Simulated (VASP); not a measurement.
# Mn3Pd: cell size against the level of theory

Aim: relax Mn3Pd with several functionals and dispersion schemes, and compare the cells. The levels: PBE, LDA, PBEsol, r2SCAN, PBE + D3(BJ), PBE + TS, optB86b-vdW and TPSS + D3(BJ). The cell is invented: it takes the structure of COD entry 5910109, Cu3Pd (space group 221 there), with some of its atoms replaced by other elements, volume scaled by an estimate. It may not be a known or stable phase. LASPH is on for some levels and off for others; the table marks which.

Main program and level: VASP 6.6.1; PBE, spin-polarised from a ferromagnetic start; plane waves and PAW (Pd, Mn_pv), in the first sound run; inputs show where later runs differ.

### 1. Set-up

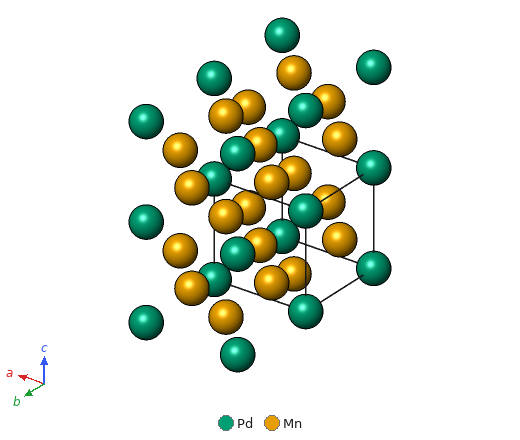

The cell as given, from a free direction (palladium teal, manganese orange). 1×2×2 cells are drawn. Some periodic images of atoms are drawn too.

Coordinates:

```xyz
4
Lattice="3.8415 0.0000 0.0000 0.0000 3.8415 0.0000 0.0000 0.0000 3.8415" Properties=species:S:1:pos:R:3 pbc="T T T"
Pd    0.0000    0.0000    0.0000
Mn    0.0000    1.9208    1.9208
Mn    1.9208    0.0000    1.9208
Mn    1.9208    1.9208    0.0000
```

### 2. Relaxation with PBE

The start need not lie at this functional's minimum. ISIF = 3 frees volume, shape and positions, and EDIFFG sets the threshold on forces and stress at which the search stops. PBE, the usual starting point, adds the gradient of the density.

File INCAR:

```
SYSTEM = Mn3Pd
PREC = Accurate
ENCUT = 520
EDIFF = 1E-06
NELM = 100
ISMEAR = -1
SIGMA = 0.05
LREAL = .FALSE.
ALGO = Normal
GGA = PE
ISPIN = 2
MAGMOM = 0 4 4 4
LMAXMIX = 4
LORBIT = 11
LWAVE = .FALSE.
LCHARG = .FALSE.
KPAR = 2
IBRION = 2
NSW = 60
ISIF = 3
EDIFFG = -0.01
```

File POSCAR:

```
Mn3Pd
1.0
    3.8415090000      0.0000000000      0.0000000000
    0.0000000000      3.8415090000      0.0000000000
    0.0000000000      0.0000000000      3.8415090000
Pd Mn
1 3
Direct
    0.0000000000      0.0000000000      0.0000000000
    0.0000000000      0.5000000000      0.5000000000
    0.5000000000      0.0000000000      0.5000000000
    0.5000000000      0.5000000000      0.0000000000
```

File KPOINTS:

```
Automatic mesh
0
Gamma
5 5 5
0 0 0
```

Potentials, in the order of the species: Pd and Mn_pv (PBE family, release 64).

Command:

```
$ mpirun -np 2 vasp_std
```

Numbers of over 12 decimals in the logs are rounded to 6 here.

Log:

```text
[banner, memory and clock lines left out]
running    2 mpi-ranks, on    1 nodes
 distrk:  each k-point on    1 cores,    2 groups
 distr:  one band on    1 cores,    1 groups

 POSCAR found type information on POSCAR PdMn
 POSCAR found :  2 types and       4 ions
 LDA part: xc-table for (Slater+PW92), standard interpolation
 POSCAR, INCAR and KPOINTS ok, starting setup
 FFT: planning ... GRIDC
 FFT: planning ... GRID_SOFT
 FFT: planning ... GRID
 WAVECAR not read
 entering main loop
       N       E                     dE             d eps       ncg     rms          rms(c)
DAV:   1     0.566444478195E+03    0.56644E+03   -0.27303E+04  1432   0.176E+03
DAV:   2     0.126996667346E+01   -0.56517E+03   -0.53810E+03  1406   0.501E+02
DAV:   3    -0.331946269846E+02   -0.34465E+02   -0.32946E+02  1439   0.135E+02
DAV:   4    -0.339199039980E+02   -0.72528E+00   -0.72312E+00  1499   0.199E+01
DAV:   5    -0.339330629081E+02   -0.13159E-01   -0.13158E-01  1474   0.278E+00    0.220E+01
DAV:   6    -0.332360318664E+02    0.69703E+00   -0.31910E+01  1456   0.515E+01    0.203E+01
DAV:   7    -0.317509468510E+02    0.14851E+01   -0.30874E+01  1538   0.401E+01    0.868E+00
DAV:   8    -0.311660421826E+02    0.58490E+00   -0.11630E+00  1495   0.106E+01    0.405E+00
DAV:   9    -0.311724382111E+02   -0.63960E-02   -0.37720E-01  1474   0.455E+00    0.299E+00
DAV:  10    -0.311976310130E+02   -0.25193E-01   -0.72838E-02  1482   0.218E+00    0.198E+00
DAV:  11    -0.312003777238E+02   -0.27467E-02   -0.41967E-02  1491   0.179E+00    0.623E-01
DAV:  12    -0.312021252324E+02   -0.17475E-02   -0.47210E-03  1453   0.562E-01    0.271E-01
DAV:  13    -0.312024619584E+02   -0.33673E-03   -0.14839E-03  1497   0.289E-01    0.960E-02
DAV:  14    -0.312024837422E+02   -0.21784E-04   -0.19011E-04  1454   0.104E-01    0.360E-02
DAV:  15    -0.312024805724E+02    0.31698E-05   -0.28014E-05  1451   0.392E-02    0.139E-02
DAV:  16    -0.312024808084E+02   -0.23606E-06   -0.70381E-06  1309   0.187E-02
   1 F= -.31202481E+02 E0= -.31171308E+02  d E =-.312025E+02  mag=    10.7761
 curvature:   0.00 expect dE= 0.000E+00 dE for cont linesearch  0.000E+00
 trial: gam= 0.00000 g(F)=  0.000E+00 g(S)=  0.595E-01 ort = 0.000E+00 (trialstep = 0.100E+01)
 search vector abs. value=  0.595E-01
 bond charge predicted
       N       E                     dE             d eps       ncg     rms          rms(c)
DAV:   1    -0.336353403826E+02   -0.24329E+01   -0.31360E+01  1403   0.571E+01    0.149E+01
DAV:   2    -0.315100795914E+02    0.21253E+01   -0.12474E+01  1424   0.349E+01    0.135E+01
DAV:   3    -0.313284798996E+02    0.18160E+00   -0.14732E+00  1537   0.138E+01    0.370E+00
DAV:   4    -0.312742294777E+02    0.54250E-01   -0.17047E-01  1540   0.488E+00    0.141E+00
DAV:   5    -0.312681722983E+02    0.60572E-02   -0.23789E-02  1439   0.169E+00    0.810E-01
DAV:   6    -0.312642953767E+02    0.38769E-02   -0.81760E-03  1542   0.571E-01    0.255E-01
DAV:   7    -0.312645936563E+02   -0.29828E-03   -0.30136E-04  1454   0.150E-01    0.124E-01
DAV:   8    -0.312646788908E+02   -0.85234E-04   -0.92272E-05  1417   0.654E-02    0.367E-02
DAV:   9    -0.312646892363E+02   -0.10346E-04   -0.12211E-05  1314   0.247E-02    0.189E-02
DAV:  10    -0.312646928666E+02   -0.36303E-05   -0.20412E-06   983   0.126E-02    0.490E-03
DAV:  11    -0.312646932926E+02   -0.42604E-06   -0.45725E-07   739   0.524E-03
   2 F= -.31264693E+02 E0= -.31237456E+02  d E =-.622125E-01  mag=    11.7696
[...]
3 F= -.31210746E+02 E0= -.31185706E+02  d E =-.826504E-02  mag=    11.9078
 curvature:  -1.29 expect dE=-0.241E+00 dE for cont linesearch -0.241E+00
 ZBRENT: interpolating
 opt :   1.4045  next Energy=   -31.272056 (dE=-0.696E-01)
 bond charge predicted
       N       E                     dE             d eps       ncg     rms          rms(c)
DAV:   1    -0.344466499640E+02   -0.32359E+01   -0.40248E+01  1424   0.611E+01    0.188E+01
DAV:   2    -0.317090659972E+02    0.27376E+01   -0.22846E+01  1423   0.426E+01    0.165E+01
DAV:   3    -0.314583077429E+02    0.25076E+00   -0.60435E+00  1562   0.259E+01    0.651E+00
DAV:   4    -0.312633069585E+02    0.19500E+00   -0.56520E-01  1519   0.812E+00    0.250E+00
DAV:   5    -0.312764303811E+02   -0.13123E-01   -0.20009E-01  1412   0.306E+00    0.111E+00
DAV:   6    -0.312720639777E+02    0.43664E-02   -0.93798E-03  1509   0.688E-01    0.729E-01
DAV:   7    -0.312719941556E+02    0.69822E-04   -0.28454E-03  1492   0.358E-01    0.246E-01
DAV:   8    -0.312720531686E+02   -0.59013E-04   -0.73219E-04  1493   0.192E-01    0.114E-01
DAV:   9    -0.312720679771E+02   -0.14809E-04   -0.27987E-04  1424   0.130E-01    0.421E-02
DAV:  10    -0.312720581766E+02    0.98005E-05   -0.29670E-05  1465   0.548E-02    0.220E-02
DAV:  11    -0.312720589427E+02   -0.76616E-06   -0.89081E-06  1346   0.213E-02
   4 F= -.31272059E+02 E0= -.31246467E+02  d E =-.695781E-01  mag=    11.8463
 curvature:  -0.04 expect dE=-0.115E-05 dE for cont linesearch -0.115E-05
 trial: gam= 0.00000 g(F)=  0.403E-60 g(S)=  0.293E-04 ort =-0.132E-02 (trialstep = 0.108E+01)
 search vector abs. value=  0.293E-04
 reached required accuracy - stopping structural energy minimisation
```

Wall time 90 s (2 MPI ranks of AMD EPYC 7R43, shared host); peak memory 0.33 GiB; 3 min of CPU time.

Lines that name or quote the potential files are left out of all logs, and their timing lines are given in words.

From OUTCAR (step 2):

```text
ion  position               nearest neighbor table
   1  0.000  0.000  0.000-   2 2.72   3 2.72   4 2.72   2 2.72   3 2.72   2 2.72   4 2.72   2 2.72
                             3 2.72   4 2.72   3 2.72   4 2.72
   2  0.000  0.500  0.500-   1 2.72   3 2.72   4 2.72   1 2.72   4 2.72   1 2.72   3 2.72   1 2.72
                             3 2.72   4 2.72   4 2.72   3 2.72
   3  0.500  0.000  0.500-   1 2.72   2 2.72   4 2.72   1 2.72   4 2.72   2 2.72   4 2.72   4 2.72
                             1 2.72   2 2.72   1 2.72   2 2.72
   4  0.500  0.500  0.000-   1 2.72   2 2.72   3 2.72   2 2.72   3 2.72   1 2.72   3 2.72   3 2.72
                             1 2.72   2 2.72   2 2.72   1 2.72

  LATTYP: Found a simple cubic cell.
 ALAT       =     3.8415090000

 Subroutine GETGRP returns: Found 48 space group operations
 (whereof 48 operations were pure point group operations)

The static configuration has the point symmetry O_h .

 Found     10 irreducible k-points:

   k-points           NKPTS =     10   k-points in BZ     NKDIM =     10   number of bands    NBANDS=     35

   dimension x,y,z NGX =    30 NGY =   30 NGZ =   30
   dimension x,y,z NGXF=    60 NGYF=   60 NGZF=   60

   ENCUT  =  520.0 eV  38.22 Ry    6.18 a.u.   7.14  7.14  7.14*2*pi/ulx,y,z

   NELECT =      49.0000    total number of electrons

 k-points in reciprocal lattice and weights: Automatic mesh
   0.00000000  0.00000000  0.00000000       0.008
   0.20000000  0.00000000  0.00000000       0.048
   0.40000000  0.00000000  0.00000000       0.048
   0.20000000  0.20000000  0.00000000       0.096
   0.40000000  0.20000000  0.00000000       0.192
   0.40000000  0.40000000  0.00000000       0.096
   0.20000000  0.20000000  0.20000000       0.064
   0.40000000  0.20000000  0.20000000       0.192
   0.40000000  0.40000000  0.20000000       0.192
   0.40000000  0.40000000  0.40000000       0.064

 average (electrostatic) potential at core
       1 -72.9665       2 -66.4374       3 -66.4374       4 -66.4374

 E-fermi :   7.8482

 spin component 1
 k-point     1 :       0.0000    0.0000    0.0000
  band No.  band energies     occupation
    ...
     26       7.4206      0.99981
     27       7.4206      0.99981
     28       7.4605      0.99957
     29       7.4605      0.99957
     30       7.4605      0.99957
     31       9.5925      0.00000
     32       9.5925      0.00000
     33       9.5925      0.00000
     34      15.6407      0.00000
     35      15.8968      0.00000

 k-point     2 :       0.2000    0.0000    0.0000
  band No.  band energies     occupation
    ...
     26       7.0982      1.00000
     27       7.1704      1.00000
     28       7.1704      1.00000
     29       7.4210      0.99981
     30       7.4609      0.99957
     31       7.9587      0.09887
     32      10.8831      0.00000
     33      10.8831      0.00000
     34      15.7950      0.00000
     35      15.9288      0.00000

 k-point     3 :       0.4000    0.0000    0.0000
  band No.  band energies     occupation
    ...
     27       6.5829      1.00000
     28       6.6277      1.00000
     29       6.9232      1.00000
     30       7.4216      0.99980
     31       7.4617      0.99956
     32      13.1154      0.00000
     33      13.1154      0.00000
     34      15.6092      0.00000
     35      15.6092      0.00000

 k-point     4 :       0.2000    0.2000    0.0000
  band No.  band energies     occupation
    ...
     26       6.9139      1.00000
     27       6.9491      1.00000
     28       7.1620      1.00000
     29       7.1731      1.00000
     30       7.2599      0.99999
     31       9.1836      0.00000
     32       9.2839      0.00000
     33      11.8198      0.00000
     34      15.2644      0.00000
     35      15.9644      0.00000

 k-point     5 :       0.4000    0.2000    0.0000
  band No.  band energies     occupation
    ...
     27       6.5749      1.00000
     28       6.8817      1.00000
     29       7.1624      1.00000
     30       7.1732      1.00000
     31       7.5466      0.99761
     32      10.9556      0.00000
     33      12.8732      0.00000
     34      13.8156      0.00000
     35      16.2282      0.00000

 k-point     6 :       0.4000    0.4000    0.0000
  band No.  band energies     occupation
    ...
     26       6.2961      1.00000
     27       6.5130      1.00000
     28       6.6711      1.00000
     29       6.7802      1.00000
     30       7.5726      0.99597
     31       8.6735      0.00000
     32       8.8769      0.00000
     33      10.4188      0.00000
     34      15.5013      0.00000
     35      17.0066      0.00000

  Total       -0.0284633     -0.0284633     -0.0284633     -0.0000000      0.0000000     -0.0000000
  in kB       -0.7542163     -0.7542163     -0.7542163     -0.0000000      0.0000000     -0.0000000
  external PRESSURE =      -0.7542163 kB  Pullay stress =       0.0000000 kB

  energy-cutoff  :      520.00
  volume of cell :       60.46
      direct lattice vectors                 reciprocal lattice vectors
     3.924943861  0.000000000  0.000000000     0.254780714 -0.000000000  0.000000000
     0.000000000  3.924943861  0.000000000    -0.000000000  0.254780714 -0.000000000
    -0.000000000  0.000000000  3.924943861    -0.000000000 -0.000000000  0.254780714

 POSITION                                       TOTAL-FORCE (eV/Angst)
 -----------------------------------------------------------------------------------
      0.00000      0.00000      0.00000         0.000000      0.000000      0.000000
     -0.00000      1.96247      1.96247         0.000000      0.000000      0.000000
      1.96247      0.00000      1.96247        -0.000000      0.000000      0.000000
      1.96247      1.96247      0.00000         0.000000      0.000000      0.000000
 -----------------------------------------------------------------------------------
    total drift:                                0.000000      0.000000     -0.000000

  FREE ENERGIE OF THE ION-ELECTRON SYSTEM (eV)
  ---------------------------------------------------
  free  energy   TOTEN  =       -31.2720589427 eV

  energy  without entropy=      -31.2208759143  energy(sigma->0) =      -31.24646743

 reached required accuracy - stopping structural energy minimisation

 total charge
# of ion       s       p       d       tot
------------------------------------------
    1        0.557   0.515   8.451   9.523
    2        0.319   6.221   4.970  11.509
    3        0.319   6.221   4.970  11.509
    4        0.319   6.221   4.970  11.509
--------------------------------------------------
tot          1.514  19.177  23.360  44.051

 magnetization (x)
# of ion       s       p       d       tot
------------------------------------------
    1       -0.062  -0.035   0.411   0.315
    2        0.011   0.017   3.658   3.685
    3        0.011   0.017   3.658   3.685
    4        0.011   0.017   3.658   3.685
--------------------------------------------------
tot         -0.029   0.016  11.385  11.372

[... 6 further parts left out ...]
```

CONTCAR:

```
Mn3Pd
   1.00000000000000
     3.9249438607990368    0.0000000000000000    0.0000000000000000
     0.0000000000000000    3.9249438607990368    0.0000000000000000
    -0.0000000000000000    0.0000000000000000    3.9249438607990368
  Pd              Mn
     1     3
Direct
     0.0000000000000000    0.0000000000000000    0.0000000000000000
     0.0000000000000000    0.5000000000000000    0.5000000000000000
     0.5000000000000000    0.0000000000000000    0.5000000000000000
     0.5000000000000000    0.5000000000000000    0.0000000000000000
```

The magnetic state follows from one typed start and may not be the lowest. The k-mesh is coarse for a metal. LASPH is off, so gradient terms of the non-spherical density inside the spheres are left out; for open d or f shells this can shift gaps and moments. The run keeps the 48 symmetry operations of its start, so it cannot find a distortion of lower symmetry.

Step by step:

```tsv
step	energy less that of the first step (eV)	largest force (eV/Å)	pressure (GPa)	volume (Å³)
1	0.0000	0.0000	3.62	56.69
2	-0.0622	0.0000	2.12	59.36
3	-0.0083	0.0000	-5.72	63.74
4	-0.0696	0.0000	-0.08	60.46
```

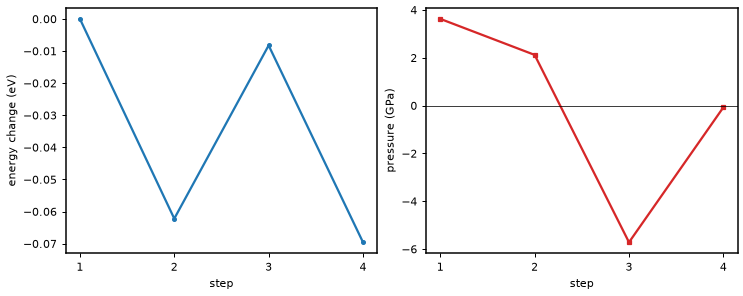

Energy and pressure along the relaxation.

```tsv
conventional cell, symmetrised	before	after	change
a (Å)	3.842	3.925	+2.2 %
b (Å)	3.842	3.925	+2.2 %
c (Å)	3.842	3.925	+2.2 %
volume (Å³/atom)	14.17	15.12	+6.7 %
```

Final coordinates:

```xyz
4
Lattice="3.9249 0.0000 0.0000 0.0000 3.9249 0.0000 0.0000 0.0000 3.9249" Properties=species:S:1:pos:R:3 pbc="T T T"
Pd    0.0000    0.0000    0.0000
Mn    0.0000    1.9625    1.9625
Mn    1.9625    0.0000    1.9625
Mn    1.9625    1.9625    0.0000
```

This step gave:

| Property | Result |
| --- | --- |
| electrons | 49 |
| bands | 35 |
| irreducible k-points | 10 |
| symmetry operations | 48 |
| free energy (TOTEN) | -31.27 eV |
| energy at zero smearing | -31.25 eV |
| Fermi energy | 7.848 eV |
| pressure | -0.07542 GPa |
| moment of the cell, from the last line of the log | 11.85 μB |
| metallic | yes |
| SCF cycles over all ionic steps | 49 |

Spin moment in the PAW sphere by atom:

```tsv
atom	spin moment in the PAW sphere (μB)
Pd1	0.32
Mn2	3.69
Mn3	3.69
Mn4	3.69
```

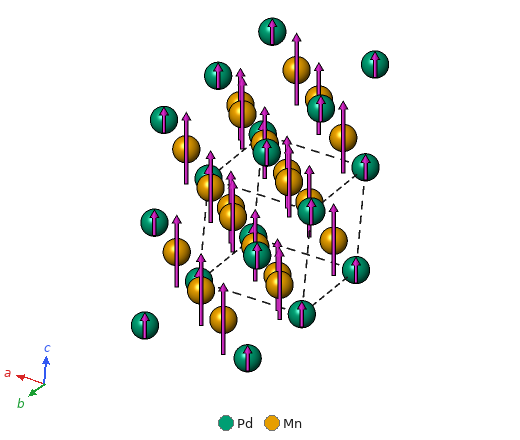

Spin moment in the PAW sphere as arrows, the longest 3.69 μB. Up and down stand for the sign. Arrows give size and sign along the axis of quantisation, drawn up and down the page. Each arrow also spans its atom, so small moments look longer than they are. 1×2×2 cells are drawn. Some periodic images of atoms are drawn too.

It ends with forces that vanish by symmetry and a pressure of -0.08 GPa. The conventional cell has a = 3.925 Å. The largest moment is 3.69 μB.

[end of part 1 of 4]

[Lines on the potential files, build, host, timing and source positions are cut from VASP's logs without a mark.]

[Logs are printed without paths, hosts, clocks, repeated set-up lines and the standing remarks that a program may print on its own settings, such as how far it seeks lower states.]

[Hosts, paths, dates, database ids (printed as entryN), source tags and the programs' standing remarks are cut or masked in the printed files.]

[A measured line is paired with the nearest computed mode of its activity, which favours agreement.]

[In band tables of VASP the shares of atoms and orbitals are scaled to a sum of 1 inside the atoms' spheres.]
